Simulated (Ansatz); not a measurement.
**Single-point calculation of Cu₁₂N (part 2 of 2)**

The same run, continued: Cu₁₂N (slab, 13 atoms in the cell); DFT, PBE, plane waves, PAW, Ueff = 8 eV on Cu d, no spin polarisation (Ansatz 0.2.0); cutoff 420 eV, 6×6×1 k-mesh, Gaussian smearing of 0.3 eV. The structure derives from an entry of the Crystallography Open Database. The settings are looser than a standard set-up, so the numbers are not reference values.

Geometry of the input (Å; fractional positions):
```
5.1332  0.0000  0.0000
-2.5666  4.4455  0.0000
0.0000  0.0000  19.6236
Cu 0.3333  0.1667  0.2038
Cu 0.3333  0.6667  0.2038
Cu 0.8333  0.1667  0.2038
Cu 0.8333  0.6667  0.2038
Cu 0.1667  0.3333  0.3089
Cu 0.1667  0.8333  0.3089
Cu 0.6667  0.3333  0.3089
Cu 0.6667  0.8333  0.3089
Cu 0.0000  0.0000  0.4140
Cu -0.0000  0.5000  0.4140
Cu 0.5000  0.0000  0.4140
Cu 0.5000  0.5000  0.4140
N  0.0833  0.1667  0.4909
```

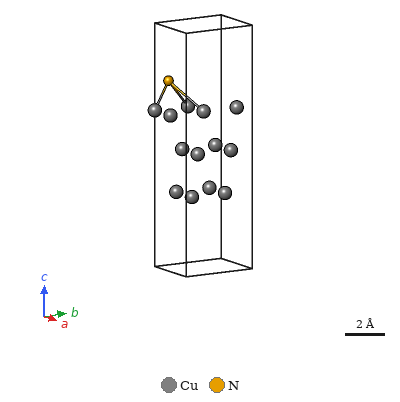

**Figure 1.** The structure as given in the input (ball-and-stick view of the cell of the calculation, with the vacuum cut short, seen slightly off an axis). An atom can appear more than once, as a periodic image.

```
SCF converged after 29 iterations
Free energy (F): -79879.406808 eV
Harris-Foulkes:  -79879.406808 eV  (|F-HF|=2.99e-7)
Internal energy: -79879.120008 eV  (E = F + TS)
E sigma→0 (E₀):  -79879.263408 eV
Entropy (-TS):   -0.286800 eV (-22.062 meV/atom)
Fermi energy:    1.753890 eV
Dipole field:    D = -0.082210 V/Å  (p = -0.203449 e·Å, saw-weighted, corrected)
Work function:   Φ+ = 6.3798 eV   Φ− = 4.7666 eV
Levels:          The Fermi level and band energies are counted from a zero that moves with the ramp; work functions are not
--- Per-component energies (eV) ---
  E_band       = -7738.450639
  E_kinetic    = 3713.986854
  E_local      = -382664.355629  (includes V_loc(G=0)·N_el)
  E_nonlocal   = 4734.634201
  E_hartree    = 186697.298331
  E_xc         = -1124.093021
  E_vxc        = -1448.407510  (∫ρ·V_xc dr)
  E_hubbard    = -0.138747  (on-site DFT+U / exact-exchange correction)
  E_vhub       = -0.277484  (the Hubbard potential's part of the band-sum identity)
  E_paw        = -20089.036417  (= ΣΔE_a)
  E_vpaw       = -5455.550111  (= ΣTr[D̂ρ^β])
  E_aug_tail   = 0.003339  (compensation charges beyond the density's cutoff)
  E_efield     = 0.008363  (sawtooth field / dipole correction)
  E_vefield    = -12.972194  (∫n·V_field dr)
  E_ewald      = 128852.572718
  E_smearing   = -0.286800  (= −TS)
  E_closure    = 0.000000  (closes the sum)
  Σ components = -79879.406808   (vs F -79879.406808, Δ=0.00e0)
DFT+U double counting: amf (around mean field; hamiltonian.hubbard.double_counting)
--- Forces (eV/Å), atoms counted from 1 ---
  atom   1  Cu     0.01172926    -0.01695849    -0.04424620
  atom   2  Cu    -0.00000000     0.02740311    -0.05808043
  atom   3  Cu    -0.01172926    -0.01695849    -0.04424620
  atom   4  Cu    -0.00000000     0.01318913    -0.08702444
  atom   5  Cu     0.00000000     0.07041742    -0.15682133
  atom   6  Cu    -0.02697721    -0.07438088    -0.01049041
  atom   7  Cu    -0.00000000     0.04461441    -0.01186862
  atom   8  Cu     0.02697721    -0.07438088    -0.01049041
  atom   9  Cu    -0.00000000    -1.20998768    -0.88150530
  atom  10  Cu     0.30471850    -0.26020493     0.62585326
  atom  11  Cu     0.00000000    -0.00513956     0.18890988
  atom  12  Cu    -0.30471850    -0.26020493     0.62585326
  atom  13  N      0.00000000     1.76264400    -0.13573430
  max |Σ_I F_I| component: 1.09e-4 eV/Å
--- Band table (eV; the first three rows and the last of 13) ---
  k-point 0: bands = ["-112.0019", "-110.8735", "-110.8690", "-110.8233", "-110.7824", "-110.5797", "-110.5747", "-110.5533", "-110.5423", "-110.5323", "-110.5281", "-110.4102", "-69.7668", "-69.1528", "-69.1135", "-68.2850", "-68.2605", "-68.2584", "-68.2471", "-68.2465", "-68.2125", "-68.2076", "-68.1939", "-68.1885", "-68.1691", "-68.1459", "-68.1346", "-68.0214", "-68.0092", "-68.0020", "-67.9633", "-67.9623", "-67.9527", "-67.9478", "-67.9295", "-67.9281", "-67.9257", "-67.9221", "-67.9025", "-67.8980", "-67.8936", "-67.8751", "-67.8661", "-67.8649", "-67.8625", "-67.8306", "-67.7952", "-67.7451", "-11.6106", "-6.8783", "-4.8015", "-3.5128", "-3.3344", "-3.1592", "-3.0929", "-3.0558", "-3.0217", "-2.8369", "-2.7194", "-2.6128", "-2.5270", "-2.4397", "-2.3954", "-2.3044", "-2.2091", "-2.1446", "-2.0175", "-1.6876", "-1.5148", "-1.4618", "-1.2599", "-1.2582", "-1.2390", "-1.2093", "-1.1948", "-1.1606", "-1.1053", "-1.0960", "-1.0660", "-1.0195", "-0.9204", "-0.9093", "-0.9039", "-0.8493", "-0.6951", "-0.6900", "-0.4653", "-0.4491", "-0.4083", "-0.3985", "-0.3248", "-0.2933", "-0.2051", "-0.1617", "-0.0999", "-0.0016", "0.0214", "0.0254", "0.0717", "0.0718", "0.1213", "0.1390", "0.1542", "0.1945", "0.2043", "0.2149", "0.2664", "0.4292", "0.4333", "0.4399", "0.4487", "0.4805", "0.7120", "0.8035", "1.5708", "1.7869", "2.0304", "2.0774", "2.6335", "2.8923", "3.0730", "3.1277", "3.2262", "3.8774", "4.8100", "6.1818", "6.2328", "6.3581", "6.3951", "7.4448", "7.7871", "7.8107", "7.8643", "7.9324", "8.2440", "8.8351", "9.5604", "9.8677", "10.2228", "10.9292"]
  k-point 1: bands = ["-112.0019", "-110.8734", "-110.8690", "-110.8234", "-110.7825", "-110.5795", "-110.5748", "-110.5534", "-110.5424", "-110.5323", "-110.5281", "-110.4102", "-69.7668", "-69.1528", "-69.1133", "-68.2830", "-68.2573", "-68.2565", "-68.2467", "-68.2456", "-68.2121", "-68.2077", "-68.1966", "-68.1916", "-68.1691", "-68.1463", "-68.1370", "-68.0193", "-68.0045", "-67.9987", "-67.9618", "-67.9617", "-67.9559", "-67.9503", "-67.9326", "-67.9289", "-67.9252", "-67.9228", "-67.9025", "-67.8979", "-67.8936", "-67.8751", "-67.8662", "-67.8649", "-67.8625", "-67.8328", "-67.7959", "-67.7452", "-11.6011", "-6.6675", "-4.6170", "-3.4372", "-3.2810", "-3.2581", "-3.0891", "-2.9872", "-2.9776", "-2.7897", "-2.6745", "-2.5850", "-2.5028", "-2.3807", "-2.3352", "-2.2615", "-2.1619", "-2.0791", "-2.0010", "-1.6810", "-1.5301", "-1.4613", "-1.3268", "-1.2879", "-1.2777", "-1.2315", "-1.1852", "-1.1409", "-1.1280", "-1.1183", "-1.0742", "-1.0573", "-0.9763", "-0.9605", "-0.8904", "-0.8513", "-0.7757", "-0.7431", "-0.5632", "-0.5227", "-0.4492", "-0.4283", "-0.4047", "-0.3211", "-0.2822", "-0.2726", "-0.1795", "-0.1378", "-0.0969", "-0.0585", "-0.0484", "-0.0001", "0.0014", "0.0880", "0.0951", "0.1263", "0.1458", "0.1500", "0.1750", "0.2143", "0.2940", "0.3347", "0.3541", "0.4126", "0.7444", "0.9833", "1.0603", "1.5120", "1.8938", "1.9187", "2.2610", "2.9064", "3.2903", "3.5451", "4.1604", "4.3819", "5.2335", "6.4373", "6.5150", "6.7369", "6.7457", "7.5974", "7.6329", "7.9841", "8.0057", "8.2149", "8.9040", "9.1247", "9.8072", "10.0806", "10.4294", "10.8063"]
  k-point 2: bands = ["-112.0019", "-110.8733", "-110.8690", "-110.8235", "-110.7825", "-110.5792", "-110.5748", "-110.5537", "-110.5424", "-110.5323", "-110.5280", "-110.4103", "-69.7668", "-69.1526", "-69.1130", "-68.2791", "-68.2534", "-68.2494", "-68.2457", "-68.2422", "-68.2113", "-68.2080", "-68.2030", "-68.1990", "-68.1692", "-68.1473", "-68.1419", "-68.0146", "-67.9917", "-67.9898", "-67.9649", "-67.9603", "-67.9589", "-67.9572", "-67.9433", "-67.9277", "-67.9241", "-67.9239", "-67.9025", "-67.8976", "-67.8936", "-67.8751", "-67.8664", "-67.8649", "-67.8625", "-67.8376", "-67.7973", "-67.7452", "-11.5820", "-6.0524", "-4.1299", "-4.0129", "-3.1690", "-3.1561", "-2.9709", "-2.8711", "-2.8039", "-2.6663", "-2.5846", "-2.5483", "-2.4008", "-2.2605", "-2.2421", "-2.1240", "-2.0254", "-1.9895", "-1.8683", "-1.7148", "-1.6024", "-1.5939", "-1.5106", "-1.4254", "-1.3625", "-1.3422", "-1.2847", "-1.2571", "-1.1605", "-1.1324", "-1.0595", "-1.0099", "-0.9660", "-0.9531", "-0.9329", "-0.9202", "-0.8646", "-0.7911", "-0.6863", "-0.6767", "-0.6575", "-0.5916", "-0.5762", "-0.5424", "-0.5107", "-0.4315", "-0.4288", "-0.4039", "-0.3518", "-0.2547", "-0.2008", "-0.1972", "-0.1449", "-0.1017", "-0.0844", "-0.0483", "0.0002", "0.0119", "0.0503", "0.1223", "0.1505", "0.1918", "0.2404", "0.2620", "0.3336", "0.9626", "1.1286", "1.5517", "1.8213", "1.9038", "2.3559", "3.0212", "3.3956", "4.0522", "4.3569", "5.5220", "5.7544", "6.8866", "7.0564", "7.2004", "7.3728", "8.4821", "8.5398", "8.5755", "8.7048", "9.0017", "9.3723", "9.6380", "10.1929", "10.4911", "10.6550", "10.8996"]
  k-point 12: bands = ["-112.0019", "-110.8713", "-110.8711", "-110.8233", "-110.7826", "-110.5772", "-110.5769", "-110.5532", "-110.5428", "-110.5302", "-110.5301", "-110.4102", "-69.7668", "-69.1522", "-69.1131", "-68.2661", "-68.2612", "-68.2486", "-68.2454", "-68.2355", "-68.2331", "-68.2075", "-68.1949", "-68.1858", "-68.1692", "-68.1633", "-68.1388", "-67.9986", "-67.9937", "-67.9869", "-67.9851", "-67.9565", "-67.9495", "-67.9427", "-67.9410", "-67.9383", "-67.9348", "-67.9167", "-67.9161", "-67.8957", "-67.8955", "-67.8713", "-67.8711", "-67.8648", "-67.8639", "-67.8349", "-67.7971", "-67.7452", "-11.5750", "-5.4602", "-4.4246", "-3.6849", "-3.5876", "-3.1448", "-3.0040", "-2.8778", "-2.7363", "-2.5435", "-2.4539", "-2.3296", "-2.2598", "-2.2357", "-2.1203", "-2.0220", "-1.9443", "-1.9107", "-1.8528", "-1.7266", "-1.7022", "-1.6682", "-1.6262", "-1.5236", "-1.4436", "-1.4124", "-1.3483", "-1.2602", "-1.2092", "-1.1510", "-1.1113", "-1.0621", "-1.0391", "-1.0322", "-0.9954", "-0.9583", "-0.9132", "-0.8514", "-0.8384", "-0.8115", "-0.7798", "-0.7090", "-0.6850", "-0.6151", "-0.5397", "-0.5031", "-0.4447", "-0.4078", "-0.3842", "-0.3229", "-0.2948", "-0.2738", "-0.2133", "-0.1808", "-0.1234", "-0.0439", "-0.0083", "0.0277", "0.0545", "0.0944", "0.1366", "0.1565", "0.1895", "0.2303", "0.3237", "0.5780", "0.9526", "1.2539", "1.6573", "2.1712", "2.7551", "3.3441", "3.6601", "4.4691", "4.7646", "5.3737", "5.8253", "6.5600", "7.4678", "7.6157", "8.0014", "8.1360", "8.7438", "8.8882", "9.0647", "9.3382", "9.5965", "9.9539", "10.1427", "10.3338", "10.4794", "10.9102"]
Occupation matrices written to [file]
```
